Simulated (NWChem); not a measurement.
Run report: InH₃Cl (charge −1), energy and gradient calculation (part 2 of 2)

Continued. System: InH₃Cl, charge −1. Method: HF/def2-SVP, RHF, core potentials def2-SVP (NWChem 7.3.0). The geometry comes from this level: GFN2-xTB.

Geometry of the input (Å):
```
In -0.0022  0.0006  -0.1757
Cl 0.0128  -0.0204  2.1636
H  1.6208  0.0134  -0.6709
H  -0.8181  1.4110  -0.6459
H  -0.8134  -1.4046  -0.6711
```

## What the program printed, continued
```
 Vector   13  Occ=2.000000D+00  E=-8.033549D-01
              MO Center= -1.5D-03,  2.3D-03, -1.7D-01, r^2= 4.6D-01
   Bfn.  Coefficient  Atom+Function         Bfn.  Coefficient  Atom+Function
  ----- ------------  ---------------      ----- ------------  ---------------
    21     -0.577598  1 In d  2              20      0.554203  1 In d  1
    17     -0.393393  1 In d -2              18      0.383405  1 In d -1

 Vector   14  Occ=2.000000D+00  E=-8.033201D-01
              MO Center= -2.8D-03, -1.1D-03, -1.7D-01, r^2= 4.6D-01
   Bfn.  Coefficient  Atom+Function         Bfn.  Coefficient  Atom+Function
  ----- ------------  ---------------      ----- ------------  ---------------
    17      0.580495  1 In d -2              18     -0.551045  1 In d -1
    21     -0.408528  1 In d  2              20      0.367599  1 In d  1

 Vector   15  Occ=2.000000D+00  E=-7.884935D-01
              MO Center=  3.2D-03, -6.9D-03,  6.6D-01, r^2= 2.0D+00
   Bfn.  Coefficient  Atom+Function         Bfn.  Coefficient  Atom+Function
  ----- ------------  ---------------      ----- ------------  ---------------
    19      0.784345  1 In d  0              29     -0.421801  2 Cl s
    28      0.321127  2 Cl s                 30     -0.280569  2 Cl s

 Vector   16  Occ=2.000000D+00  E=-3.850502D-01
              MO Center= -3.4D-04, -6.2D-04,  8.6D-02, r^2= 3.5D+00
   Bfn.  Coefficient  Atom+Function         Bfn.  Coefficient  Atom+Function
  ----- ------------  ---------------      ----- ------------  ---------------
     3      0.445861  1 In s                  2     -0.337654  1 In s
    39     -0.244123  2 Cl pz                36     -0.182021  2 Cl pz
    45      0.174939  3 H  s                 50      0.175266  4 H  s
    55      0.175118  5 H  s

 Vector   17  Occ=2.000000D+00  E=-2.523727D-01
              MO Center= -4.9D-02, -1.1D-01,  1.5D+00, r^2= 2.8D+00
   Bfn.  Coefficient  Atom+Function         Bfn.  Coefficient  Atom+Function
  ----- ------------  ---------------      ----- ------------  ---------------
    38      0.499689  2 Cl py                35      0.340618  2 Cl py
    37      0.275611  2 Cl px                32      0.201057  2 Cl py
    34      0.187880  2 Cl px

 Vector   18  Occ=2.000000D+00  E=-2.522737D-01
              MO Center=  6.5D-02,  7.9D-02,  1.6D+00, r^2= 2.8D+00
   Bfn.  Coefficient  Atom+Function         Bfn.  Coefficient  Atom+Function
  ----- ------------  ---------------      ----- ------------  ---------------
    37      0.500672  2 Cl px                34      0.341226  2 Cl px
    38     -0.276079  2 Cl py                31      0.201419  2 Cl px
    35     -0.188150  2 Cl py

 Vector   19  Occ=2.000000D+00  E=-2.452461D-01
              MO Center=  7.7D-03, -1.4D-02,  1.3D+00, r^2= 3.5D+00
   Bfn.  Coefficient  Atom+Function         Bfn.  Coefficient  Atom+Function
  ----- ------------  ---------------      ----- ------------  ---------------
    39      0.552247  2 Cl pz                36      0.374276  2 Cl pz
    33      0.223616  2 Cl pz                13     -0.206249  1 In pz
    19      0.169565  1 In d  0

 Vector   20  Occ=2.000000D+00  E=-1.910458D-01
              MO Center= -3.0D-01, -4.0D-01,  1.4D-02, r^2= 4.0D+00
   Bfn.  Coefficient  Atom+Function         Bfn.  Coefficient  Atom+Function
  ----- ------------  ---------------      ----- ------------  ---------------
    56      0.336163  5 H  s                 38      0.313424  2 Cl py
    55      0.312627  5 H  s                 12     -0.203033  1 In py
    35      0.195365  2 Cl py                51     -0.185706  4 H  s
    50     -0.172794  4 H  s                 37      0.155512  2 Cl px
    46     -0.150441  3 H  s

 Vector   21  Occ=2.000000D+00  E=-1.906659D-01
              MO Center=  3.0D-01,  4.0D-01,  1.1D-02, r^2= 4.0D+00
   Bfn.  Coefficient  Atom+Function         Bfn.  Coefficient  Atom+Function
  ----- ------------  ---------------      ----- ------------  ---------------
    37      0.311891  2 Cl px                46     -0.301927  3 H  s
    45     -0.280940  3 H  s                 51      0.281220  4 H  s
    50      0.261543  4 H  s                 11     -0.203428  1 In px
    34      0.194282  2 Cl px                38     -0.154552  2 Cl py

 Vector   22  Occ=0.000000D+00  E= 2.731683D-01
              MO Center= -6.5D-03,  6.1D-03, -8.2D-01, r^2= 7.6D+00
   Bfn.  Coefficient  Atom+Function         Bfn.  Coefficient  Atom+Function
  ----- ------------  ---------------      ----- ------------  ---------------
    16      1.359547  1 In pz                30     -0.643441  2 Cl s
     4     -0.341798  1 In s                 46      0.314796  3 H  s
    51      0.313720  4 H  s                 56      0.313639  5 H  s
    39      0.247841  2 Cl pz

 Vector   23  Occ=0.000000D+00  E= 3.141400D-01
              MO Center= -3.4D-01, -5.0D-01,  9.6D-03, r^2= 8.8D+00
   Bfn.  Coefficient  Atom+Function         Bfn.  Coefficient  Atom+Function
  ----- ------------  ---------------      ----- ------------  ---------------
    14      1.534818  1 In px                46     -0.955029  3 H  s
    51      0.919384  4 H  s                 15     -0.811041  1 In py
    37     -0.237724  2 Cl px

 Vector   24  Occ=0.000000D+00  E= 3.144648D-01
              MO Center=  3.3D-01,  5.0D-01,  1.8D-02, r^2= 8.8D+00
   Bfn.  Coefficient  Atom+Function         Bfn.  Coefficient  Atom+Function
  ----- ------------  ---------------      ----- ------------  ---------------
    15      1.538714  1 In py                56      1.086140  5 H  s
    14      0.813781  1 In px                51     -0.572730  4 H  s
    46     -0.508428  3 H  s                 38     -0.238093  2 Cl py

 Vector   25  Occ=0.000000D+00  E= 4.081032D-01
              MO Center= -1.1D-03,  3.3D-03, -3.1D-01, r^2= 5.9D+00
   Bfn.  Coefficient  Atom+Function         Bfn.  Coefficient  Atom+Function
  ----- ------------  ---------------      ----- ------------  ---------------
     4      3.227547  1 In s                 46     -1.197274  3 H  s
    51     -1.197277  4 H  s                 56     -1.194496  5 H  s
    30     -0.469479  2 Cl s                 39      0.356295  2 Cl pz
     3     -0.315760  1 In s                 16     -0.196174  1 In pz
     2     -0.173141  1 In s                 29     -0.153221  2 Cl s

 Vector   26  Occ=0.000000D+00  E= 4.455869D-01
              MO Center= -2.2D-03, -9.4D-04, -2.6D-01, r^2= 5.0D+00
   Bfn.  Coefficient  Atom+Function         Bfn.  Coefficient  Atom+Function
  ----- ------------  ---------------      ----- ------------  ---------------
     3      2.178566  1 In s                  4     -1.629977  1 In s
     2     -0.527513  1 In s                 30      0.305797  2 Cl s
    13     -0.195981  1 In pz                 1      0.181787  1 In s
    56     -0.150428  5 H  s

 Vector   27  Occ=0.000000D+00  E= 5.063278D-01
              MO Center=  1.7D-01,  2.4D-01, -3.3D-01, r^2= 4.5D+00
   Bfn.  Coefficient  Atom+Function         Bfn.  Coefficient  Atom+Function
  ----- ------------  ---------------      ----- ------------  ---------------
    11      1.253583  1 In px                46     -0.731237  3 H  s
    51      0.681845  4 H  s                 12     -0.621171  1 In py
    14     -0.251614  1 In px                 5     -0.186302  1 In px
     8     -0.180580  1 In px

 Vector   28  Occ=0.000000D+00  E= 5.065698D-01
              MO Center= -1.8D-01, -2.3D-01, -3.3D-01, r^2= 4.5D+00
   Bfn.  Coefficient  Atom+Function         Bfn.  Coefficient  Atom+Function
  ----- ------------  ---------------      ----- ------------  ---------------
    12      1.253896  1 In py                56      0.813861  5 H  s
    11      0.621235  1 In px                51     -0.460031  4 H  s
    46     -0.373350  3 H  s                 15     -0.246096  1 In py
     6     -0.186207  1 In py                 9     -0.180488  1 In py

 Vector   29  Occ=0.000000D+00  E= 5.385103D-01
              MO Center= -1.7D-03, -9.1D-04,  3.2D-03, r^2= 4.6D+00
   Bfn.  Coefficient  Atom+Function         Bfn.  Coefficient  Atom+Function
  ----- ------------  ---------------      ----- ------------  ---------------
    13      1.406956  1 In pz                16     -0.854575  1 In pz
     4     -0.516156  1 In s                  3      0.412186  1 In s
    39      0.342415  2 Cl pz                30      0.244577  2 Cl s
     7     -0.222782  1 In pz                10     -0.213988  1 In pz
    24     -0.210496  1 In d  0              51      0.170065  4 H  s

 Vector   30  Occ=0.000000D+00  E= 6.831369D-01
              MO Center= -3.2D-02, -3.3D-02, -1.0D-02, r^2= 3.1D+00
   Bfn.  Coefficient  Atom+Function         Bfn.  Coefficient  Atom+Function
  ----- ------------  ---------------      ----- ------------  ---------------
    23      0.868399  1 In d -1              22     -0.408484  1 In d -2
    25     -0.359809  1 In d  1              18     -0.347373  1 In d -1
    26      0.186368  1 In d  2              38     -0.185389  2 Cl py
    17      0.168055  1 In d -2

 Vector   31  Occ=0.000000D+00  E= 6.832645D-01
              MO Center=  3.0D-02,  3.1D-02, -9.4D-03, r^2= 3.1D+00
   Bfn.  Coefficient  Atom+Function         Bfn.  Coefficient  Atom+Function
  ----- ------------  ---------------      ----- ------------  ---------------
    25      0.868607  1 In d  1              26     -0.408342  1 In d  2
    23      0.369704  1 In d -1              20     -0.347371  1 In d  1
    37      0.185803  2 Cl px                21      0.168027  1 In d  2
    22     -0.165191  1 In d -2

 center of mass
 --------------
 x =   0.00234613 y =  -0.00766897 z =   0.66083702

 moments of inertia (a.u.)
 ------------------
         549.535286496293          -0.005066448708          -3.328860397681
          -0.005066448708         549.491191919731           4.688210193300
          -3.328860397681           4.688210193300          28.575212975662

  Mulliken analysis of the total density
  --------------------------------------

    Atom       Charge   Shell Charges
 -----------   ------   -------------------------------------------------------
    1 In  21    20.42  -0.60  2.59  0.64  0.22  2.79  3.22  1.07  0.38  9.70  0.40
    2 Cl  17    17.58   2.00  1.99  1.16  0.80  5.94  2.07  3.60  0.01
    3 H    1     1.33   0.70  0.63  0.01
    4 H    1     1.33   0.70  0.63  0.01
    5 H    1     1.33   0.70  0.63  0.01

       Multipole analysis of the density wrt the origin
       ------------------------------------------------

     L   x y z        total         open         nuclear
     -   - - -        -----         ----         -------
     0   0 0 0     -1.000000      0.000000     41.000000

     1   1 0 0     -0.009067      0.000000      0.305758
     1   0 1 0      0.007422      0.000000     -0.591862
     1   0 0 1     -1.023406      0.000000     58.778510

     2   2 0 0    -35.056652      0.000000     14.143743
     2   1 1 0     -0.007608      0.000000      0.019202
     2   1 0 1     -0.031029      0.000000      1.662502
     2   0 2 0    -35.058761      0.000000     14.181173
     2   0 1 1      0.052580      0.000000     -2.601853
     2   0 0 2    -40.154152      0.000000    291.215774

                              NWChem Gradients Module
                              -----------------------

                                      ClH3In

  wavefunction    =   RHF

                         RHF ENERGY GRADIENTS

    atom               coordinates                        gradient
                 x          y          z           x          y          z
   1 In     -0.004063   0.001172  -0.332025   -0.000098  -0.000116   0.021269
   2 Cl      0.024188  -0.038456   4.088687   -0.000216   0.000404  -0.042853
   3 H       3.062849   0.025285  -1.267874   -0.024058  -0.000047   0.007325
   4 H      -1.545966   2.666384  -1.220650    0.012351  -0.021085   0.006962
   5 H      -1.537009  -2.654385  -1.268120    0.012021   0.020844   0.007297

                 ----------------------------------------
                 |  Time  |  1-e(secs)   |  2-e(secs)   |
                 ----------------------------------------
                 |  CPU   |       0.01   |       1.04   |
                 ----------------------------------------
                 |  WALL  |       0.01   |       1.04   |
                 ----------------------------------------

 Task  times  cpu:        5.5s     wall:        5.5s
 Total times  cpu:        5.5s     wall:        5.5s
```

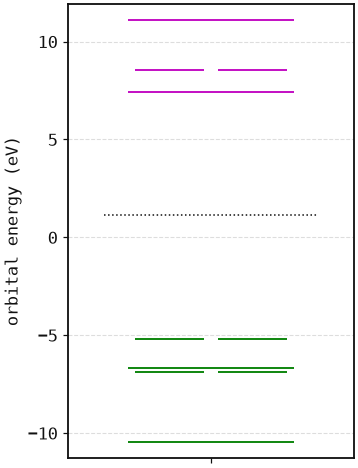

Fig. 1: Orbital energies near the frontier; the dotted line parts filled from empty levels, and levels within 0.02 eV of each other stand side by side. Highest filled −5.19 eV, lowest empty 7.43 eV, 12.62 eV apart.

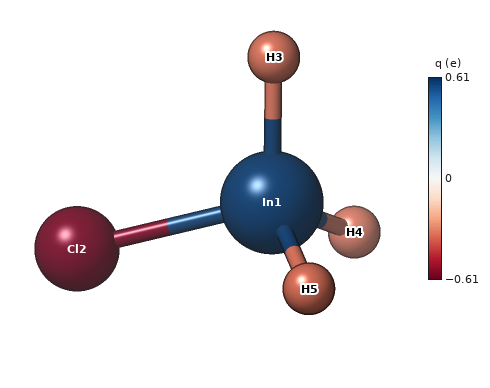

Fig. 2: Mulliken charges, as the colour of each atom (ball-and-stick view, seen at a tilt; atoms are numbered from 1 in the order of the input). By element: In +0.58, Cl −0.58 and H −0.33 e.

## Results in brief

```csv
quantity,value
outcome,converged
total energy,−650.354241 hartree
basis functions,59
largest force,2.204 eV/Å
HOMO,−5.19 eV
LUMO,7.43 eV
hardware,"1 thread of AMD EPYC (Zen 5), 16 GiB of memory available, shared host"
wall time,6.3 s
peak memory,0.1 GiB
```
